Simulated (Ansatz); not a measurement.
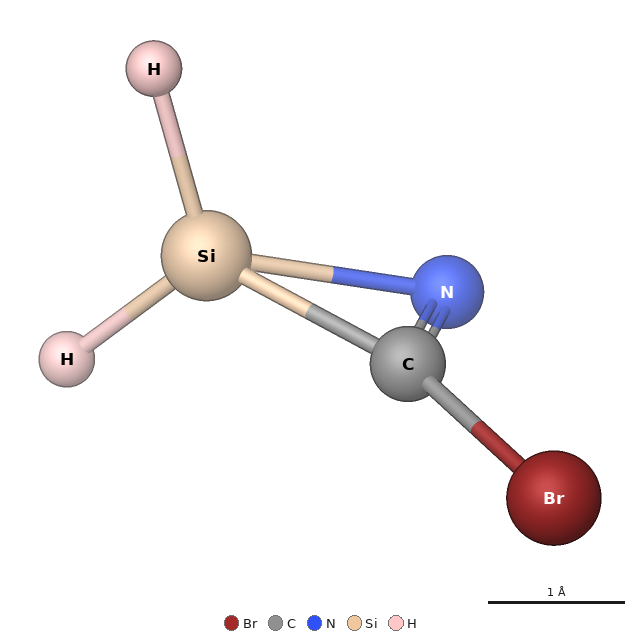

Distant atoms are faded towards the background colour. Computed geometry: PBE-D4/def2-SVP optimisation. No frequency run is at hand to confirm it as a minimum. Masses are those of the most abundant isotopes; constants are for the rigid equilibrium geometry.

**What kind of rotor is it, and what are its rotational constants in GHz?**

An asymmetric top (Cs): A = 17.8, B = 1.51, C = 1.42 GHz. Ray's parameter κ is −0.99, close to the prolate limit.
